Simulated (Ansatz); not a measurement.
# Run report: C$_{2}$H$_{4}$N (charge −1), nudged elastic band

- system: C$_{2}$H$_{4}$N, charge −1
- method: UKS B3LYP-D4/def2-SVP (Ansatz 0.2.0)

One setting was made poor on purpose. It belongs to a series of runs on one base structure; here: band between the two ends. Figures and captions count atoms from 1; the log counts them from 0 in places.

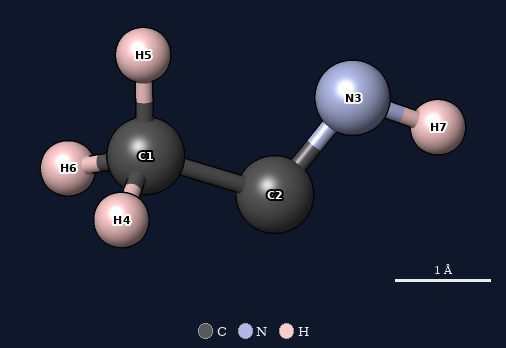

Figure 1. The input geometry (ball-and-stick view, seen at a tilt; atoms are numbered from 1 in the order of the input). Bond lengths as drawn: C–C 1.55 Å, C–H 1.11 to 1.12 Å, C–N 1.31 Å and H–N 1.04 Å.

## Input
```yaml
crystal:
  periodic: [false, false, false]
  atoms:
    - { symbol: C, position_ang: [-0.67473, 0.355973, -0.329476] }
    - { symbol: C, position_ang: [0.111374, -0.652764, 0.547552] }
    - { symbol: "N", position_ang: [1.391346, -0.41918, 0.418013] }
    - { symbol: H, position_ang: [-1.381362, 0.940456, 0.297689] }
    - { symbol: H, position_ang: [-0.019684, 1.073339, -0.892095] }
    - { symbol: H, position_ang: [-1.313065, -0.18624, -1.059415] }
    - { symbol: H, position_ang: [1.88612, -1.111574, 1.017722] }
total_charge: -1
magnetization:
  spin_polarized: true
basis:
  gaussian: { orbitals: def2-SVP }
hamiltonian:
  xc: b3lyp
  dispersion: d4
neb:
  order_check: false
  images: 5
  f_tol: 0.05
  max_iterations: 60
  max_displacement: 0.02
  optimiser: fire
  final_atoms:
    - { symbol: C, position_ang: [-0.56367997, 0.84344209, -0.35602045] }
    - { symbol: C, position_ang: [0.06680598, -0.30678783, 0.10828845] }
    - { symbol: "N", position_ang: [1.35718473, -0.51609082, 0.37190281] }
    - { symbol: H, position_ang: [-1.64647276, 0.85640221, -0.524374] }
    - { symbol: H, position_ang: [0.00596636, 1.75922593, -0.56245629] }
    - { symbol: H, position_ang: [-0.66512818, -1.14816757, 0.26602836] }
    - { symbol: H, position_ang: [1.44532284, -1.488014, 0.69662111] }
  initial_path:
    images:
      - { positions_ang: [[-0.67473, 0.355973, -0.329476], [0.111374, -0.652764, 0.547552], [1.391346, -0.41918, 0.418013], [-1.381362, 0.940456, 0.297689], [-0.019684, 1.073339, -0.892095], [-1.313065, -0.18624, -1.059415], [1.88612, -1.111574, 1.017722]] }
      - { positions_ang: [[-0.66328525, 0.42839485, -0.37217857], [0.07222357, -0.64798059, 0.46456438], [1.36091539, -0.41398303, 0.41400406], [-1.39387161, 0.96964572, 0.25562223], [0.01036361, 1.17157973, -0.84406616], [-1.22656912, -0.36656988, -0.89957974], [1.8402224, -1.1410768, 0.98162379]] }
      - { positions_ang: [[-0.6518405, 0.50081671, -0.41488114], [0.03307314, -0.64319717, 0.38157677], [1.33048479, -0.40878606, 0.40999512], [-1.40638122, 0.99883543, 0.21355546], [0.04041123, 1.26982047, -0.79603732], [-1.14007324, -0.54689977, -0.73974448], [1.7943248, -1.1705796, 0.94552558]] }
      - { positions_ang: [[-0.64039575, 0.57323856, -0.4575837], [-0.00607728, -0.63841376, 0.29858915], [1.30005418, -0.40358909, 0.40598619], [-1.41889083, 1.02802515, 0.1714887], [0.07045884, 1.3680612, -0.74800847], [-1.05357736, -0.72722965, -0.57990923], [1.7484272, -1.2000824, 0.90942737]] }
      - { positions_ang: [[-0.61482382, 0.6633064, -0.42372929], [0.01821714, -0.52787178, 0.23515559], [1.3190977, -0.44108967, 0.39462506], [-1.49475147, 0.9708175, -0.06046553], [0.04896135, 1.49844944, -0.68615775], [-0.9240943, -0.86754229, -0.29793003], [1.64739241, -1.2960596, 0.83849195]] }
      - { positions_ang: [[-0.5892519, 0.75337425, -0.38987487], [0.04251156, -0.41732981, 0.17172202], [1.33814121, -0.47859025, 0.38326394], [-1.57061211, 0.91360985, -0.29241976], [0.02746385, 1.62883769, -0.62430702], [-0.79461124, -1.00785493, -0.01595083], [1.54635763, -1.3920368, 0.76755653]] }
      - { positions_ang: [[-0.56367997, 0.84344209, -0.35602045], [0.06680598, -0.30678783, 0.10828845], [1.35718473, -0.51609082, 0.37190281], [-1.64647276, 0.85640221, -0.524374], [0.00596636, 1.75922593, -0.56245629], [-0.66512818, -1.14816757, 0.26602836], [1.44532284, -1.488014, 0.69662111]] }
```

Run on 1 thread of Arm Neoverse V1, 24 GiB of memory available, shared host.

Launched with:
```bash
ansatz run input.yaml --threads 1 --pin off --max-ram 2048MiB --backend cpu --events-out ev --progress --plain --runs-dir out
```

## What the program printed
```
Engine: ansatz 0.2.0, aarch64-unknown-linux-gnu
Functional definition: B3LYP
  parameter a0 = 0.2
  parameter ax = 0.72
  parameter ac = 0.81
  exchange = (1 - a0 - ax)*slater_x + ax*b88_x + a0*exact_x
  correlation = (1 - ac)*vwn_rpa_c + ac*lyp_c
712 factors; integrals over basis functions are off by at most 2.1e-4 eV
mean field evaluation 1: about -3622.2916 eV, gradient 1.8e1 eV
mean field evaluation 2: about -3621.1990 eV, gradient 2.4e1 eV
mean field evaluation 4: about -3624.0348 eV, gradient 1.7e0 eV
mean field evaluation 8: about -3624.0709 eV, gradient 5.0e-2 eV
mean field -3624.07092682 eV, -133.1821500771 hartree, gradient 1.5e-5 eV, S^2 0.000000; 0 other end points of the search recorded, 0 dependent functions left out
the calculation of the forces begins
reference -3624.07113927 eV, -133.1821578846 hartree; 12, 12 occupied and 50, 50 virtual orbitals, 712 factors
712 factors; integrals over basis functions are off by at most 1.3e-3 eV
mean field evaluation 16: about -3622.2868 eV, gradient 2.4e1 eV
mean field -3625.02698026 eV, -133.2172843932 hartree, gradient 5.1e-5 eV, S^2 0.000000; 0 other end points of the search recorded, 0 dependent functions left out
[... from here on the field's lines of each further geometry are left out, up to the last ...]
NEB iter   1: max|band force component| = 4.956e0 eV/Å  barrier→ = 2.2747 eV  barrier← = 3.2366 eV  Δτ_max = 0.0200 Å  (200 SCF iters)
NEB iter   2: max|band force component| = 3.447e0 eV/Å  barrier→ = 2.2069 eV  barrier← = 3.1688 eV  Δτ_max = 0.0200 Å  (159 SCF iters)
NEB iter   3: max|band force component| = 2.476e0 eV/Å  barrier→ = 2.1457 eV  barrier← = 3.1076 eV  Δτ_max = 0.0200 Å  (161 SCF iters)
NEB iter   4: max|band force component| = 1.801e0 eV/Å  barrier→ = 2.0933 eV  barrier← = 3.0551 eV  Δτ_max = 0.0200 Å  (160 SCF iters)
NEB iter   5: max|band force component| = 1.331e0 eV/Å  barrier→ = 2.0452 eV  barrier← = 3.0070 eV  Δτ_max = 0.0200 Å  (160 SCF iters)
NEB iter   6: max|band force component| = 9.672e-1 eV/Å  barrier→ = 2.0034 eV  barrier← = 2.9652 eV  Δτ_max = 0.0158 Å  (161 SCF iters)
NEB iter   7: max|band force component| = 7.795e-1 eV/Å  barrier→ = 1.9718 eV  barrier← = 2.9337 eV  Δτ_max = 0.0200 Å  (158 SCF iters)
NEB iter   8: max|band force component| = 6.832e-1 eV/Å  barrier→ = 1.9361 eV  barrier← = 2.8979 eV  Δτ_max = 0.0136 Å  (167 SCF iters)
NEB iter   9: max|band force component| = 6.442e-1 eV/Å  barrier→ = 1.9169 eV  barrier← = 2.8787 eV  Δτ_max = 0.0200 Å  (150 SCF iters)
NEB iter  10: max|band force component| = 5.854e-1 eV/Å  barrier→ = 1.8911 eV  barrier← = 2.8529 eV  Δτ_max = 0.0115 Å  (161 SCF iters)
NEB iter  11: max|band force component| = 5.512e-1 eV/Å  barrier→ = 1.8780 eV  barrier← = 2.8398 eV  Δτ_max = 0.0200 Å  (145 SCF iters)
NEB iter  12: max|band force component| = 4.887e-1 eV/Å  barrier→ = 1.8564 eV  barrier← = 2.8183 eV  CI = image 3  Δτ_max = 0.0094 Å  (157 SCF iters)
NEB iter  13: max|band force component| = 4.540e-1 eV/Å  barrier→ = 1.8477 eV  barrier← = 2.8095 eV  CI = image 3  Δτ_max = 0.0182 Å  (140 SCF iters)
NEB iter  14: max|band force component| = 4.185e-1 eV/Å  barrier→ = 1.8303 eV  barrier← = 2.7922 eV  CI = image 3  Δτ_max = 0.0200 Å  (155 SCF iters)
NEB iter  15: max|band force component| = 3.801e-1 eV/Å  barrier→ = 1.8109 eV  barrier← = 2.7727 eV  CI = image 3  Δτ_max = 0.0069 Å  (154 SCF iters)
NEB iter  16: max|band force component| = 3.704e-1 eV/Å  barrier→ = 1.8041 eV  barrier← = 2.7660 eV  CI = image 3  Δτ_max = 0.0134 Å  (140 SCF iters)
NEB iter  17: max|band force component| = 3.424e-1 eV/Å  barrier→ = 1.7916 eV  barrier← = 2.7534 eV  CI = image 3  Δτ_max = 0.0195 Å  (151 SCF iters)
NEB iter  18: max|band force component| = 2.926e-1 eV/Å  barrier→ = 1.7749 eV  barrier← = 2.7368 eV  CI = image 3  Δτ_max = 0.0200 Å  (160 SCF iters)
NEB iter  19: max|band force component| = 2.483e-1 eV/Å  barrier→ = 1.7598 eV  barrier← = 2.7217 eV  CI = image 3  Δτ_max = 0.0047 Å  (158 SCF iters)
NEB iter  20: max|band force component| = 2.524e-1 eV/Å  barrier→ = 1.7566 eV  barrier← = 2.7184 eV  CI = image 3  Δτ_max = 0.0091 Å  (136 SCF iters)
NEB iter  21: max|band force component| = 2.379e-1 eV/Å  barrier→ = 1.7505 eV  barrier← = 2.7124 eV  CI = image 3  Δτ_max = 0.0132 Å  (145 SCF iters)
NEB iter  22: max|band force component| = 1.965e-1 eV/Å  barrier→ = 1.7424 eV  barrier← = 2.7043 eV  CI = image 3  Δτ_max = 0.0168 Å  (151 SCF iters)
NEB iter  23: max|band force component| = 1.572e-1 eV/Å  barrier→ = 1.7334 eV  barrier← = 2.6953 eV  CI = image 3  Δτ_max = 0.0197 Å  (158 SCF iters)
NEB iter  24: max|band force component| = 1.279e-1 eV/Å  barrier→ = 1.7249 eV  barrier← = 2.6867 eV  CI = image 3  Δτ_max = 0.0200 Å  (159 SCF iters)
NEB iter  25: max|band force component| = 1.502e-1 eV/Å  barrier→ = 1.7184 eV  barrier← = 2.6803 eV  CI = image 3  Δτ_max = 0.0023 Å  (159 SCF iters)
NEB iter  26: max|band force component| = 1.469e-1 eV/Å  barrier→ = 1.7180 eV  barrier← = 2.6798 eV  CI = image 3  Δτ_max = 0.0046 Å  (127 SCF iters)
NEB iter  27: max|band force component| = 1.404e-1 eV/Å  barrier→ = 1.7172 eV  barrier← = 2.6790 eV  CI = image 3  Δτ_max = 0.0067 Å  (134 SCF iters)
NEB iter  28: max|band force component| = 1.306e-1 eV/Å  barrier→ = 1.7161 eV  barrier← = 2.6780 eV  CI = image 3  Δτ_max = 0.0088 Å  (138 SCF iters)
NEB iter  29: max|band force component| = 1.171e-1 eV/Å  barrier→ = 1.7149 eV  barrier← = 2.6768 eV  CI = image 3  Δτ_max = 0.0107 Å  (140 SCF iters)
NEB iter  30: max|band force component| = 9.896e-2 eV/Å  barrier→ = 1.7138 eV  barrier← = 2.6756 eV  CI = image 3  Δτ_max = 0.0124 Å  (142 SCF iters)
NEB iter  31: max|band force component| = 7.495e-2 eV/Å  barrier→ = 1.7128 eV  barrier← = 2.6747 eV  CI = image 3  Δτ_max = 0.0151 Å  (150 SCF iters)
the calculation of the forces begins
reference -3624.77171579 eV, -133.2079035968 hartree; 12, 12 occupied and 50, 50 virtual orbitals, 712 factors
712 factors; integrals over basis functions are off by at most 8.5e-4 eV
mean field -3622.35846766 eV, -133.1192183639 hartree, gradient 1.6e-5 eV, S^2 0.000000; 1 other end points of the search recorded, 0 dependent functions left out
the calculation of the forces begins
reference -3622.35868086 eV, -133.1192261988 hartree; 12, 12 occupied and 50, 50 virtual orbitals, 712 factors
NEB iter  32: max|band force component| = 4.992e-2 eV/Å  barrier→ = 1.7122 eV  barrier← = 2.6741 eV  CI = image 3  Δτ_max = 0.0000 Å  (308 SCF iters)
```

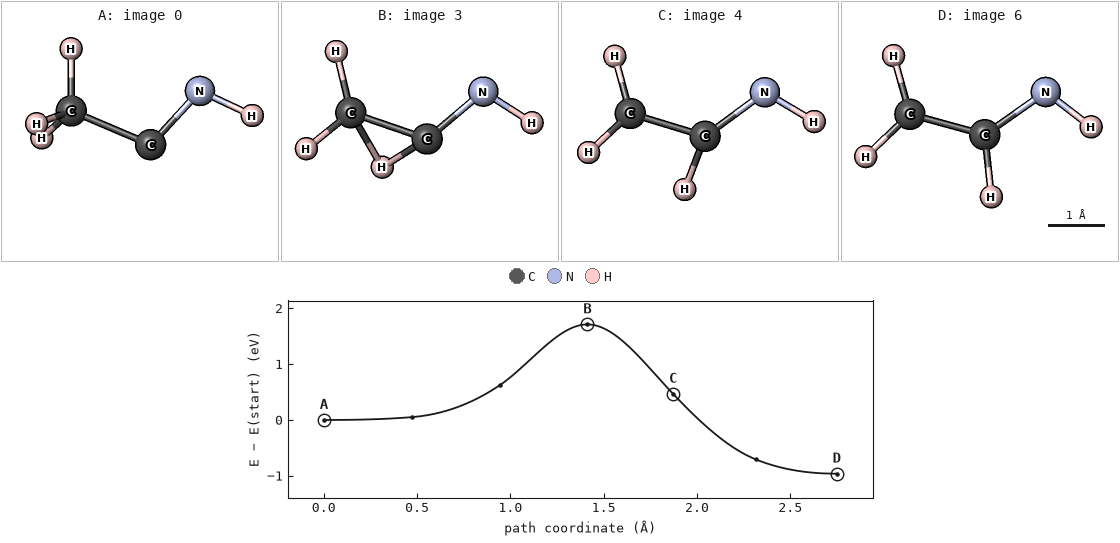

Figure 2. Images of the last band (counted from 0; ball-and-stick, seen at a tilt) above the energy along the path; the line is a cubic interpolation that uses the forces. The highest image is number 3, 1.712 eV above the start and 2.674 eV above the end (the climbing image); the end lies 0.962 eV below the start. The path is 2.75 Å long. The band converged in 32 iterations.

```
Total energy: -3622.52875564 eV, -133.1254763315 hartree
Atom 0 at    -0.596141     0.641651    -0.322635 Å, force     0.005129     0.001575    -0.001245 eV/Å
Atom 1 at     0.076570    -0.404783     0.426769 Å, force     0.009821     0.011183     0.000510 eV/Å
Atom 2 at     1.388197    -0.519298     0.370111 Å, force     0.000734    -0.005840     0.000344 eV/Å
Atom 3 at    -1.609090     0.914553     0.011856 Å, force     0.006061    -0.007009     0.003519 eV/Å
Atom 4 at    -0.033653     1.460810    -0.856485 Å, force    -0.023335     0.001792    -0.006210 eV/Å
Atom 5 at    -0.865884    -0.691697    -0.479256 Å, force     0.010450     0.009842    -0.003778 eV/Å
Atom 6 at     1.640001    -1.401226     0.849629 Å, force    -0.008860    -0.011543     0.006861 eV/Å
Dipole moment:    -0.155355     0.023624    -0.031261 e Å
this run last wrote the band of iteration 32 to [file]
```

## The last band as extended XYZ (Å, eV, eV/Å)
```
7
Properties=species:S:1:pos:R:3:forces:R:3 image=0 energy=-3624.24075
C    -0.6747    0.3560   -0.3295    0.0041  -0.0005   0.0007
C     0.1114   -0.6528    0.5476    0.0007  -0.0023   0.0019
N     1.3913   -0.4192    0.4180    0.0018  -0.0021   0.0018
H    -1.3814    0.9405    0.2977   -0.0023   0.0001  -0.0027
H    -0.0197    1.0733   -0.8921   -0.0014   0.0004  -0.0004
H    -1.3131   -0.1862   -1.0594   -0.0026   0.0025   0.0002
H     1.8861   -1.1116    1.0177   -0.0003   0.0019  -0.0015
7
Properties=species:S:1:pos:R:3:forces:R:3 image=1 energy=-3624.18899
C    -0.6646    0.4232   -0.2797   -0.0227  -0.0663   0.0058
C     0.1336   -0.4661    0.7089    0.0111  -0.0328   0.0351
N     1.3767   -0.5367    0.3111   -0.0277  -0.0222  -0.0117
H    -1.5301    0.9395    0.1835    0.0517   0.0194   0.0659
H    -0.0627    1.1665   -0.8706    0.0281  -0.1146   0.0184
H    -1.0972   -0.3071   -0.9935   -0.1289   0.1267  -0.1797
H     1.8443   -1.2193    0.9403    0.0885   0.0897   0.0662
7
Properties=species:S:1:pos:R:3:forces:R:3 image=2 energy=-3623.61114
C    -0.6322    0.5198   -0.2931   -0.1585  -0.6186   0.1338
C     0.1267   -0.4090    0.6433    0.2329   0.0039   1.1480
N     1.3880   -0.5264    0.3272   -0.0180  -0.1087  -0.2021
H    -1.5941    0.9214    0.0770    0.1228   0.1016   0.3112
H    -0.0777    1.3223   -0.8863   -0.1733  -0.7454  -0.1957
H    -0.9219   -0.4794   -0.7383   -0.3121   1.1485  -1.3657
H     1.7113   -1.3487    0.8702    0.3064   0.2188   0.1706
7
Properties=species:S:1:pos:R:3:forces:R:3 image=3 energy=-3622.52854
C    -0.5961    0.6417   -0.3226    0.0051   0.0016  -0.0012
C     0.0766   -0.4048    0.4268    0.0098   0.0112   0.0005
N     1.3882   -0.5193    0.3701    0.0007  -0.0058   0.0003
H    -1.6091    0.9146    0.0119    0.0061  -0.0070   0.0035
H    -0.0337    1.4608   -0.8565   -0.0233   0.0018  -0.0062
H    -0.8659   -0.6917   -0.4793    0.0104   0.0098  -0.0038
H     1.6400   -1.4012    0.8496   -0.0089  -0.0115   0.0069
7
Properties=species:S:1:pos:R:3:forces:R:3 image=4 energy=-3623.77302
C    -0.5664    0.7708   -0.3324    0.2115   1.0527   0.0026
C     0.0557   -0.3530    0.2240   -0.1456   0.3936  -1.6743
N     1.3602   -0.5240    0.4136   -0.1878  -0.0471   0.2507
H    -1.6261    0.9132   -0.0839   -0.1450  -0.0468  -0.6080
H     0.0026    1.5684   -0.8106    0.1977   0.9161   0.4361
H    -0.8130   -0.9407   -0.2457    0.4265  -1.9842   1.8734
H     1.5871   -1.4346    0.8350   -0.3574  -0.2843  -0.2804
7
Properties=species:S:1:pos:R:3:forces:R:3 image=5 energy=-3624.94743
C    -0.5590    0.8170   -0.3941    0.0243   0.1915  -0.1492
C     0.0612   -0.3249    0.1029    0.0354   0.1102  -0.4167
N     1.3369   -0.5072    0.4362   -0.0676   0.0257   0.0120
H    -1.6426    0.9129   -0.2424   -0.0315   0.0119  -0.4528
H     0.0254    1.6908   -0.6936    0.0332   0.4128   0.3495
H    -0.7253   -1.1245    0.0162    0.2960  -0.6134   0.9355
H     1.5034   -1.4641    0.7749   -0.2897  -0.1387  -0.2784
7
Properties=species:S:1:pos:R:3:forces:R:3 image=6 energy=-3625.20262
C    -0.5637    0.8434   -0.3560    0.0003  -0.0033   0.0010
C     0.0668   -0.3068    0.1083    0.0007   0.0032  -0.0008
N     1.3572   -0.5161    0.3719    0.0024  -0.0007   0.0007
H    -1.6465    0.8564   -0.5244   -0.0045  -0.0001  -0.0013
H     0.0060    1.7592   -0.5625    0.0017   0.0017   0.0002
H    -0.6651   -1.1482    0.2660   -0.0001   0.0007   0.0005
H     1.4453   -1.4880    0.6966   -0.0005  -0.0014  -0.0002
```

## Results in brief

- outcome: converged
- barrier, forward: 1.712 eV
- barrier, backward: 2.674 eV
- wall time: 5.9 min
- peak memory: 0.13 GiB

## Remarks

A deliberately poor setting: step length. The order of the saddle point was not checked.
